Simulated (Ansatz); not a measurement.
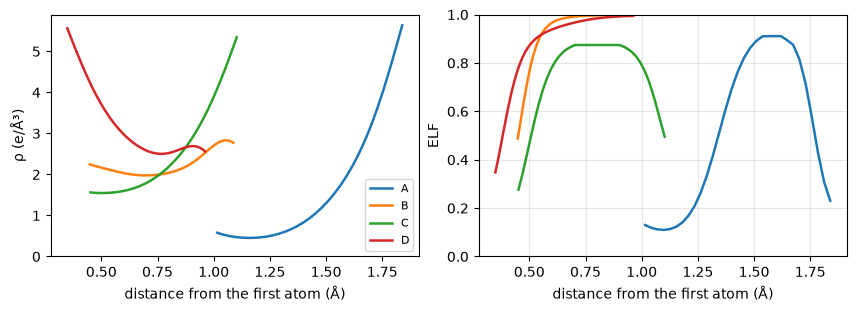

*CH₄AgO (charge +1). Electron density and electron localisation function along straight lines between neighbouring atoms. The curves leave out the atomic cores.*

Geometry: PBE0-D4/def2-TZVP; core potentials replace the inner electrons of Ag.

The calculation used Ansatz, RKS PBE0-D4/def2-TZVPPD.

```yaml
atoms:
  - { symbol: Ag, position_ang: [-0.2876, 0.1327, -2.6058] }
  - { symbol: C, position_ang: [0.3901, -0.1106, 0.5922] }
  - { symbol: O, position_ang: [-0.5533, 0.2800, -0.4312] }
  - { symbol: H, position_ang: [0.2411, 0.5134, 1.4729] }
  - { symbol: H, position_ang: [1.3870, 0.0648, 0.1947] }
  - { symbol: H, position_ang: [0.2655, -1.1645, 0.8416] }
  - { symbol: H, position_ang: [-1.4429, 0.2843, -0.0644] }
```

**Which curve belongs to which contact (Ag–O, C–H, C–O and O–H)? The first atom named is at distance zero.**

Curve A: Ag–O (2.20 Å): the density is about 0.47 e/Å³ at the midpoint; the ELF peaks at about 0.90 in the valence shell of O, 0.6 Å from its nucleus, and drops to about 0.10 between the two atoms. Curve B: C–H (1.09 Å): ρ at the midpoint is about 2.1 e/Å³; the ELF climbs to about 1 towards the hydrogen, as it does in any bond to H (a covalent bond by its length). Curve C: C–O (1.45 Å): ρ is about 1.9 e/Å³ halfway, with its minimum of 1.5 e/Å³ about 0.5 Å from C; the ELF peaks at about 0.85 between the atoms: a polar covalent bond. Curve D: O–H (0.96 Å): ρ is about 3.9 e/Å³ halfway; the ELF climbs to about 1 towards the hydrogen: a covalent bond by its length.
